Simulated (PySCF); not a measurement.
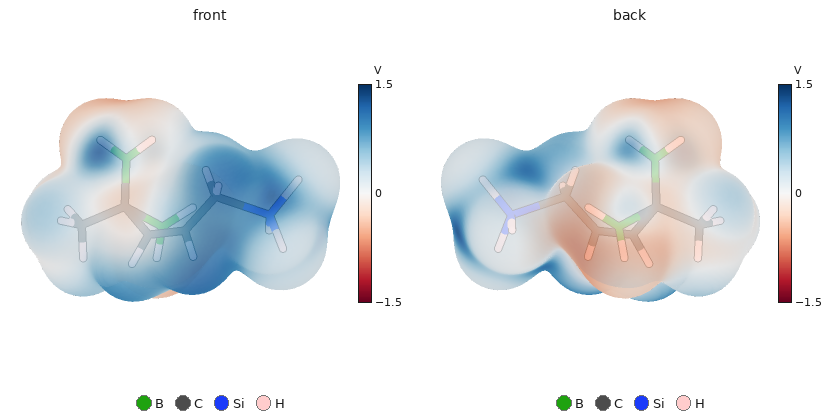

Figure. C₅H₁₄B₂Si (SMILES BC(B)(C)/C=C\C[SiH3]). The molecular electrostatic potential painted on the density surface at 0.002 e/bohr³, seen from the front and from behind; the colour scale runs from red (negative) to blue (positive).

Geometry: GFN2-xTB.

All numbers below come from PBE0/pcSseg-1, SCF density, gas phase, non-relativistic (PySCF).

```xyz
22

B    -1.7458    0.2814    1.2825
C    -1.4869   -0.3529   -0.0921
B    -0.7650    0.6388   -1.1266
C    -2.6611   -1.1502   -0.6654
C    -0.1796   -0.9935   -0.4939
C     1.1074   -0.7903   -0.1286
C     1.7211    0.1836    0.7965
Si    3.0228    1.2762   -0.0846
H    -0.9036    0.5864    2.0330
H    -2.8558    0.4917    1.5954
H    -0.1897    1.5810   -0.7410
H    -0.9979    0.5396   -2.2725
H    -3.5744   -0.5646   -0.5958
H    -2.8097   -2.0728   -0.1026
H    -2.5060   -1.4088   -1.7119
H    -0.3245   -1.8113   -1.1933
H     1.8363   -1.4616   -0.5776
H     2.2447   -0.3733    1.5791
H     0.9731    0.8074    1.2739
H     3.6141    2.1579    0.9233
H     4.0625    0.4040   -0.6410
H     2.4078    2.0508   -1.1583
```

**Where is the surface potential most negative and most positive?**

The most negative region (about −0.6 V) lies over H11, the most positive (about +1.2 V) over B1, Si8 and H17.

**How polar is the molecule by this calculation?**

Its dipole moment is 2.23 D.
